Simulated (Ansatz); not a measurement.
Ge (diamond structure), cut as [110] wire, round, centred on atom, 1.73 nm across, axial strain +5.0 %

Computed with PBE (plane waves to 420 eV, PAW; Ansatz, a quantum-chemistry and plane-wave program).

k-points: Γ-centred 1×1×6 mesh; occupations: Fermi-Dirac, 0.020 eV; spin polarisation not allowed. Spin-orbit coupling is left out.

 The relaxation kept the symmetry of its start, so a lower minimum of less symmetry isn't excluded. The period along the axis is held at the strain named.

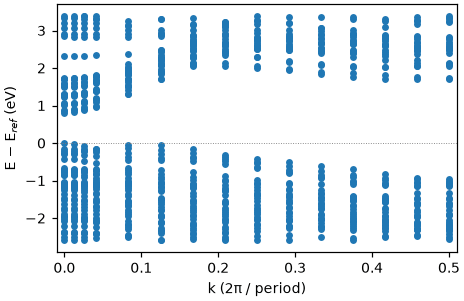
*Levels along the axis at 15 k-points, drawn as points, zero at the top of the valence band*

Electronic character: not metallic; Kohn-Sham band gap: 0.81 eV. Only levels within the plotted window are shown.
